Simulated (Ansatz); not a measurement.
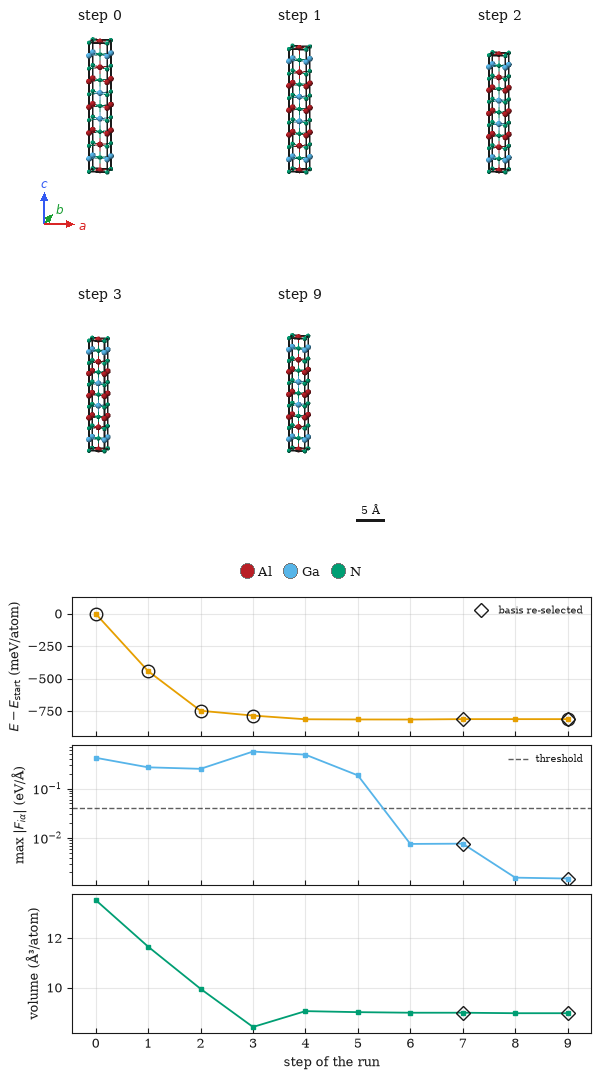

Frames of a relaxation of solid Al₃Ga₂N₅ (a generated structure, set up in I4/mmm) (coarse preliminary run), marked on the history of the run. A ball-and-stick model of the conventional cell (2 times the calculation's cell), seen slightly off an axis. Lengths and directions refer to the drawn axes.

Level of theory: DFT PBE, scalar-relativistic, plane waves, PAW in Ansatz. (plane-wave cutoff 420 eV; k-point mesh 8 × 8 × 8; occupations gaussian; smearing width 0.1 eV; no spin polarisation; cell and atoms relaxed; force threshold 0.04 eV/Å; at most 70 steps)

**What happens along the run?**

Over 7 accepted moves (9 points after the start) the energy falls by 812 meV per atom. The largest force component goes from 0.42 to 0.0015 eV/Å. Pressure: −38.55 GPa at the start and −0.01 GPa at the end. At 2 points the geometry stayed and the basis and grid were re-selected for the new cell (energy shift of 3.0 meV per atom at most each time). The largest moves relative to the cell, 0.043 Å, are those of N atoms. Largest moves by element: N 0.043 Å, Ga 0.022 Å, Al 0.018 Å. The volume changes by −33.8 %, with a = b 3.371 → 2.937 Å (−12.9 %), c 23.833 → 20.796 Å (−12.7 %). Some distances before and after: Al–N 2.383 → 2.019 Å, Al–N 2.383 → 2.077 Å, Ga–N 2.383 → 2.077 Å, Ga–N 2.383 → 2.101 Å. The space group stays I4/mmm (No. 139). From step 0 to 1: N atoms move most (0.02 Å), volume −13.9 %, energy −442 meV per atom. From step 1 to 2: volume −14.6 %, energy −306 meV per atom. From step 2 to 3: N atoms move most (0.04 Å), volume −15.5 %, energy −37.1 meV per atom. From step 3 to 9: N atoms move most (0.02 Å), volume +6.6 %, energy −27.4 meV per atom.

| step | E − E(0), meV/atom | largest force component, eV/Å | pressure, GPa | volume, Å³/atom | note |
| --- | --- | --- | --- | --- | --- |
| 0 | 0.00 | 0.4209 | -38.55 | 13.538 |  |
| 1 | -442.23 | 0.2695 | -34.52 | 11.656 |  |
| 2 | -747.80 | 0.2511 | -19.24 | 9.954 |  |
| 3 | -784.94 | 0.5626 | 17.99 | 8.412 |  |
| 4 | -813.41 | 0.4862 | -1.65 | 9.052 |  |
| 5 | -814.96 | 0.1850 | -0.61 | 9.011 |  |
| 6 | -815.27 | 0.0076 | -0.02 | 8.988 |  |
| 7 | -812.30 | 0.0076 | -0.52 | 8.988 | same geometry, new basis |
| 8 | -812.41 | 0.0016 | 0.00 | 8.968 |  |
| 9 | -812.34 | 0.0015 | -0.01 | 8.968 | same geometry, new basis |
